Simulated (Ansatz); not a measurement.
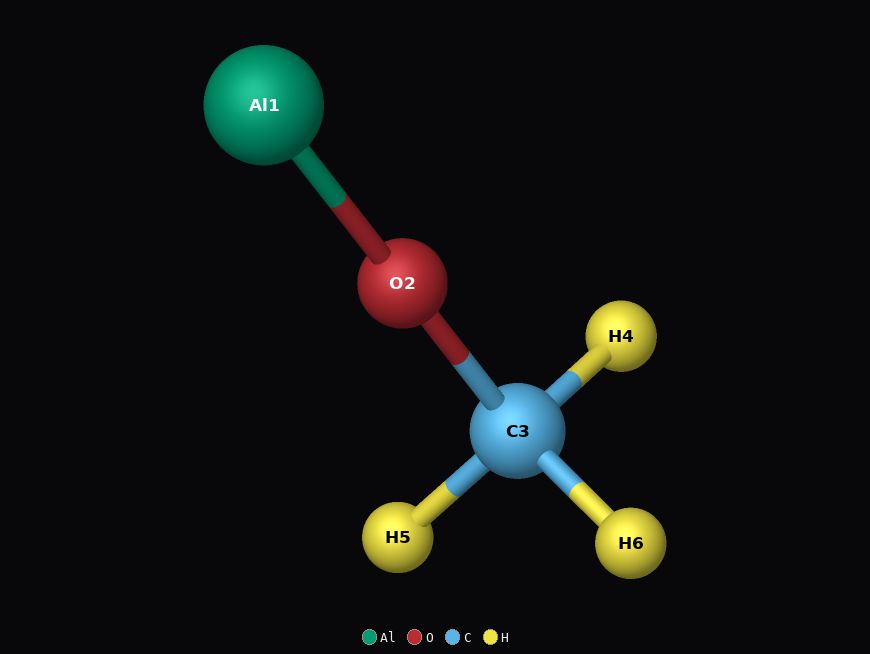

Sticks follow a distance rule. Harmonic vibrations computed with RKS PBE0-D4/def2-TZVP (Ansatz 0.2.0) at a stationary point of the same level.

Is this a minimum or a saddle point?

A minimum: no imaginary frequency, and the lowest mode lies at 118 cm⁻¹.

How many vibrational modes are there, and where do they lie?

12 modes: 118, 118, 646, 1185, 1185, 1268, 1482, 1494, 1494, 3014, 3080, 3080 cm⁻¹.
